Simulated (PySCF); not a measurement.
```yaml
atoms:
  - { symbol: C, position_ang: [-0.7915, -0.1794, 0.5339] }
  - { symbol: Al, position_ang: [0.7648, 0.1561, -0.5585] }
  - { symbol: Cl, position_ang: [2.0583, -1.3677, -1.1963] }
  - { symbol: Cl, position_ang: [1.2815, 2.0958, -1.1673] }
  - { symbol: H, position_ang: [-0.6185, 0.1995, 1.5553] }
  - { symbol: H, position_ang: [-1.0241, -1.2523, 0.6056] }
  - { symbol: H, position_ang: [-1.6730, 0.3510, 0.1403] }
```

Geometry: PBE0-D3(BJ)/def2-SVP.

Computed with PySCF 2.14.0, density-fitted response routines, DFT single point, gas phase, functional M06-2X.

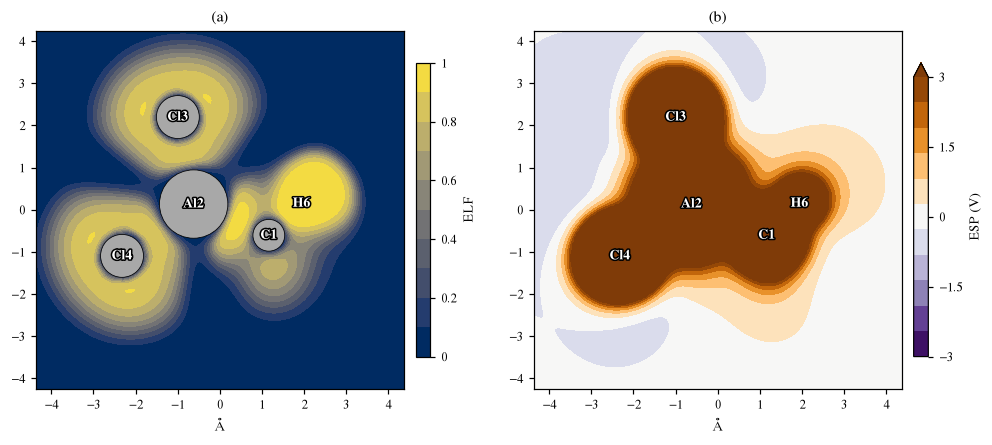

CH$_{3}$AlCl$_{2}$ (SMILES [CH3][Al]([Cl])[Cl]). (a) ELF; (b) molecular electrostatic potential on the plane of atoms Cl3, Al2 and Cl4. Grey discs cover the atomic cores in the ELF map.

What do the fields say about this system?

- The plane passes through C, Al, Cl and H nuclei.
- C–Al (1.93 Å): the ELF peaks at about 0.95 between the atoms: a polar covalent bond.
- Al–Cl (2.10 Å): the ELF peaks at about 0.85 in the valence shell of Cl, 0.9 Å from its nucleus, and is about 0.80 at the midpoint.
- C–H (1.10 Å): the ELF climbs to about 1 towards the hydrogen, as it does in any bond to H: a covalent bond by its length.
- The ELF also peaks beside Cl4 and Cl3, away from the bonds: lone-pair regions.
- Outside the dense part of the molecule the potential is most negative (−0.6 V) near Cl4.
